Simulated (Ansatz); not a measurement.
**ClH₆N₃Si: small, medium and large basis sets**

How large a basis does ClH₆N₃Si need? Two functionals are run in growing sets.

Program: Ansatz 0.2.0, Gaussian basis. Level of theory: one geometry, several basis sets. These are calculated values, not measurements.

The runs, in order: PBE0-D4/def2-SVP; ωB97M-V/def2-SVP; PBE0-D4/def2-QZVPP; ωB97M-V/def2-QZVPP; the functionals' def2-TZVPP values are taken from earlier runs.

**1. The geometry**

An earlier PBE0-D4 in a triple-zeta def2 set relaxation fixed the geometry.

SMILES `N[Si](N)(N)Cl`, 11 atoms, charge 0, spin multiplicity 1.

Atoms are counted from 1 here; the program's logs count them from 0.

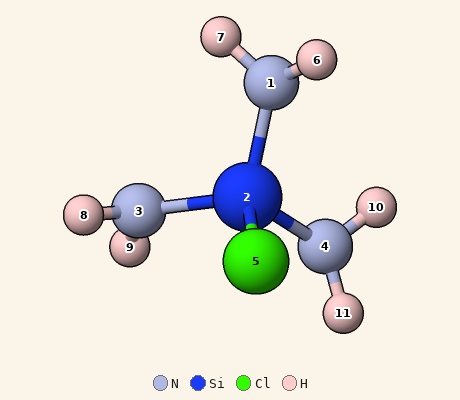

The geometry (nitrogen light blue, silicon blue, chlorine green, hydrogen pink); atoms are numbered from 1 in the order of the file.

**2. PBE0-D4 in def2-SVP**

in.yaml reads:

```yaml
crystal:
  periodic: [false, false, false]
  atoms:
    - {symbol: N, position_ang: [-1.175079, 1.112536, -0.154429]}
    - {symbol: Si, position_ang: [0.212169, 0.150612, 0.051894]}
    - {symbol: N, position_ang: [-0.003586, -0.905776, 1.367136]}
    - {symbol: N, position_ang: [0.521631, -0.731045, -1.368438]}
    - {symbol: Cl, position_ang: [1.849267, 1.385896, 0.447340]}
    - {symbol: H, position_ang: [-1.128002, 2.031608, -0.560842]}
    - {symbol: H, position_ang: [-1.919791, 1.030689, 0.517016]}
    - {symbol: H, position_ang: [0.237293, -0.639718, 2.306842]}
    - {symbol: H, position_ang: [0.099575, -1.894356, 1.212028]}
    - {symbol: H, position_ang: [-0.080969, -0.595776, -2.162382]}
    - {symbol: H, position_ang: [1.452792, -1.001771, -1.635467]}
basis:
  gaussian: {orbitals: def2-SVP}
hamiltonian: {xc: pbe0, dispersion: d4}
output: {orbitals: {seedname: orbitals}}
```

Command:

```console
$ ansatz run in.yaml --threads 4 --pin off --events-out ev --progress --plain --max-ram 10444MiB
```

Further steps of the session: ωB97M-V in def2-SVP; PBE0-D4 in def2-QZVPP; ωB97M-V in def2-QZVPP.

Before running them: what should the planned runs give, taken together? Wanted: PBE0-D4: double and triple zeta above quadruple; ωB97M-V: double and triple zeta above quadruple.

As calculated:

```
                                       quantity           value
PBE0-D4: double and triple zeta above quadruple  13.95, 0.94 eV
ωB97M-V: double and triple zeta above quadruple  14.04, 0.89 eV
```

**Reading.** For PBE0-D4 the step from double to triple zeta gains 13.00 eV and the next only 0.94 eV. Total energies overstate the basis error of differences, where much of it tends to cancel. The LUMO of ωB97M-V is positive and keeps falling with the basis (3.21 to 1.50 eV): an unbound level that the basis holds in place.
